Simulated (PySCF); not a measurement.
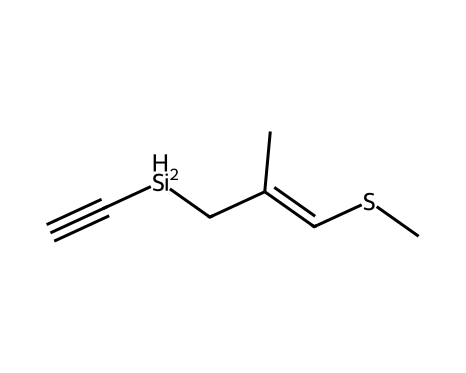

The computed structure is the end point of a GFN2-xTB optimisation. No frequency run is at hand to confirm it as a minimum. Properties computed with PBE0/pcSseg-1, gas phase (PySCF 2.14.0).

Predict the main results.

The species is C₇H₁₂SSi (`C#C[SiH2]C/C(C)=C/SC`).
- dipole moment: 1.39 D
- HOMO energy (Kohn–Sham orbital): −5.66 eV
- LUMO energy (Kohn–Sham orbital): −0.03 eV
- HOMO–LUMO gap: 5.63 eV

The geometry is semi-empirical. Around Si such bond lengths and angles can be off by a tenth of an ångström or more and by several degrees, and values that hang on the shape move with them.
